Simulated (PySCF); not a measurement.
# One shape, several levels: CH5FOSn (SMILES FC[O][SnH3])

We compute a comparison of 3 runs (HF/STO-3G, PBE0/def2-SVP, BLYP/def2-TZVP) of CH5FOSn. The job is set up through a Python script.

The calculation is run with PySCF 2.14.0.

### 1 The system as given

CH5FOSn has 9 atoms, charge 0, and is taken as a singlet. As SMILES, `FC[O][SnH3]`. The coordinates come from a PBE0-D4/def2-TZVP relaxation. This is one conformer, not always the lowest.

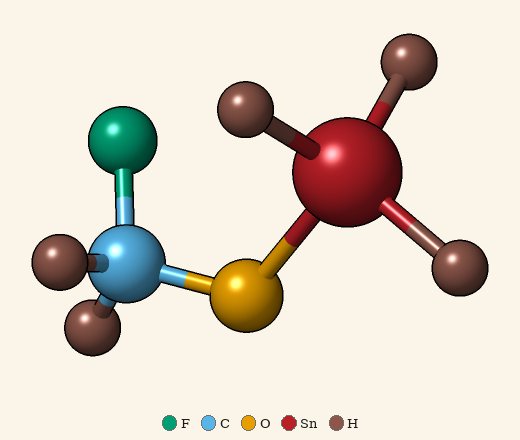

Viewed from a chosen angle; fluorine teal, carbon blue, oxygen amber, tin red, hydrogen brown.

### 2 Energy and forces at HF/STO-3G (run 1)

File input.py:

```python
# FC[O][SnH3]
from pyscf import gto, scf

mol = gto.Mole()
mol.atom = '''
F     -1.127789     3.314958     0.059526
C     -2.440581     1.069774     0.524966
O     -1.390838    -0.875699    -0.765339
Sn     2.341938    -1.325643    -0.604145
H     -2.378787     0.820141     2.587602
H     -4.382464     1.369296    -0.124911
H      3.193826    -0.737560     2.446817
H      2.660356    -4.408920    -1.446207
H      3.691580     0.686160    -2.710623
'''
mol.unit = 'bohr'
mol.basis = 'sto-3g'
mol.max_memory = 1860
mol.charge = 0
mol.verbose = 4
mol.build()

mf = scf.RHF(mol)
mf.conv_tol = 1e-10
mf.kernel()
if not mf.converged:
    mf = mf.newton().run(mf.mo_coeff, mf.mo_occ)

etot = mf.e_tot
print('Final energy', etot)
grad = mf.nuc_grad_method().kernel()
mf.analyze()
```

Started as:

```sh
$ OMP_NUM_THREADS=1 python input.py
```

The program printed:

```text
PySCF version 2.14.0

[... 80 lines left out ...]
Two-electron Energy =                 2747.776605919621943
[... 8 lines left out ...]
MO #5   energy= -145.378676897388  occ= 2
[... 6 lines left out ...]
MO #12  energy= -18.2085294142308  occ= 2
[... 6 lines left out ...]
MO #19  energy= -3.58380682287189  occ= 2
[... 6 lines left out ...]
MO #26  energy= -0.908358927991578 occ= 2
[... 6 lines left out ...]
MO #33  energy= -0.51159297167753  occ= 2
[... 6 lines left out ...]
MO #40  energy= 0.369879357058591  occ= 0
[... 6 lines left out ...]
MO #47  energy= 0.794437813627127  occ= 0
[... 59 lines left out ...]
Dipole moment(X, Y, Z, Debye):  1.40039, -0.76522,  0.54701
```

Run time: 3.3 s. Hardware: 1 thread of Arm Neoverse V2, shared host; peak memory 0.12 GiB.

### 3 Energy and forces at PBE0/def2-SVP (core potential) (run 2)

File job.py:

```python
from pyscf import gto, dft

mol = gto.M(
    atom='''
F     -1.127789     3.314958     0.059526
C     -2.440581     1.069774     0.524966
O     -1.390838    -0.875699    -0.765339
Sn     2.341938    -1.325643    -0.604145
H     -2.378787     0.820141     2.587602
H     -4.382464     1.369296    -0.124911
H      3.193826    -0.737560     2.446817
H      2.660356    -4.408920    -1.446207
H      3.691580     0.686160    -2.710623
''',
    unit='bohr',
    charge=0,
    verbose=3,
    basis='def2-svp',
    ecp={'Sn': 'def2-svp'},
    spin=0,
    max_memory=1860,
)

mf = dft.RKS(mol)
mf.xc = 'pbe0'
mf.conv_tol = 1e-10
mf.grids.level = 5
mf.kernel()
if not mf.converged:
    mf = mf.newton().run(mf.mo_coeff, mf.mo_occ)

e_final = mf.e_tot
print('E(%s) = %.9f' % ('PBE0', e_final))
grad = mf.nuc_grad_method().kernel()
mf.analyze()
```

Started as:

```sh
$ OMP_NUM_THREADS=1 python job.py
```

The program printed:

```text
converged SCF energy = -430.063321434142
[... 14 lines left out ...]
MO #5   energy= -3.50017442178925  occ= 2
[... 10 lines left out ...]
MO #16  energy= -0.55915561277973  occ= 2
[... 10 lines left out ...]
MO #27  energy= 0.0211268643853089 occ= 0
[... 10 lines left out ...]
MO #38  energy= 0.336822996798035  occ= 0
[... 10 lines left out ...]
MO #49  energy= 0.733850985723754  occ= 0
[... 10 lines left out ...]
MO #60  energy= 1.41863174758373   occ= 0
[... 10 lines left out ...]
MO #71  energy= 1.86016340577717   occ= 0
[... 10 lines left out ...]
MO #82  energy= 2.91222202511565   occ= 0
[... 10 lines left out ...]
MO #93  energy= 51.9141981215229   occ= 0
[... 10 lines left out ...]
Dipole moment(X, Y, Z, Debye):  1.08880, -1.00526,  0.73298
```

Run time: 35 s. Hardware: 1 thread of Arm Neoverse V2, shared host; peak memory 0.91 GiB.

### 4 Energy and forces at BLYP/def2-TZVP (core potential) (run 3)

File run.py:

```python
from pyscf import gto, dft

mol = gto.M(
    atom='''
F       -0.596800       1.754200       0.031500
C       -1.291500       0.566100       0.277800
O       -0.736000      -0.463400      -0.405000
Sn       1.239300      -0.701500      -0.319700
H       -1.258800       0.434000       1.369300
H       -2.319100       0.724600      -0.066100
H        1.690100      -0.390300       1.294800
H        1.407800      -2.333100      -0.765300
H        1.953500       0.363100      -1.434400
''',
    spin=0,
    charge=0,
    basis='def2-tzvp',
    max_memory=1860,
    ecp={'Sn': 'def2-svp'},
    verbose=4,
)

calc0 = dft.RKS(mol)
calc0.xc = 'blyp'
calc0.conv_tol = 1e-10
calc0.grids.level = 5
calc0.kernel()
if not calc0.converged:
    calc0 = calc0.newton().run(calc0.mo_coeff, calc0.mo_occ)

etot = calc0.e_tot
print('Final energy', etot)
grad = calc0.nuc_grad_method().kernel()
dip = calc0.dip_moment()
pop, q = calc0.mulliken_pop()
```

Started as:

```sh
$ OMP_NUM_THREADS=1 python run.py
```

The program printed:

```text
PySCF version 2.14.0

[... 85 lines left out ...]
converged SCF energy = -430.456800607753
Final energy -430.4568006077526
[... 12 lines left out ...]
Dipole moment(X, Y, Z, Debye):  0.93790, -1.02235,  0.60660
[... 183 lines left out ...]
charge of    8H =     -0.07875
```

Wall time 100 s (1 thread of Arm Neoverse V2, shared host); peak memory 2.3 GiB.

### 5 The series

```csv
run,level,core potential,integration grid,energy (Eh),dipole moment (D),HOMO energy (eV),LUMO energy (eV),wall time
1,HF/STO-3G,–,–,-6175.501265,1.69,-8.39,10.06,3.3 s
2,PBE0/def2-SVP (core potential),def2-svp,5,-430.063321,1.65,-7.84,-0.19,35 s
3,BLYP/def2-TZVP (core potential),def2-svp,5,-430.456801,1.51,-6.40,-1.21,100 s
```

### 6 What came out

| quantity | value |
| --- | --- |
| run 3: total energy | -430.45680 Eh |
| run 3: dipole moment | 1.51 D |
| run 3: HOMO energy | -6.40 eV |
| run 3: LUMO energy | -1.21 eV |
| run 3: HOMO–LUMO gap | 5.19 eV |
| run 3: largest force on an atom | 1.179 eV/Å |

What this shows: The dipole moment (its size) runs from 1.51 D (BLYP/def2-TZVP) to 1.69 D (HF/STO-3G). The two ends differ in method and basis and core potential. The HOMO–LUMO gap runs from 5.19 eV (BLYP/def2-TZVP) to 18.45 eV (HF/STO-3G). Totals of different functionals can't be ranked against each other. Some runs of one species differ in core potentials or relativity; totals across that change don't compare. In run 1 the basis is minimal, so the values are rough. In run 1 relativity is left out where basis or elements ask for it. All runs together took 2.3 min, the longest 100 s.
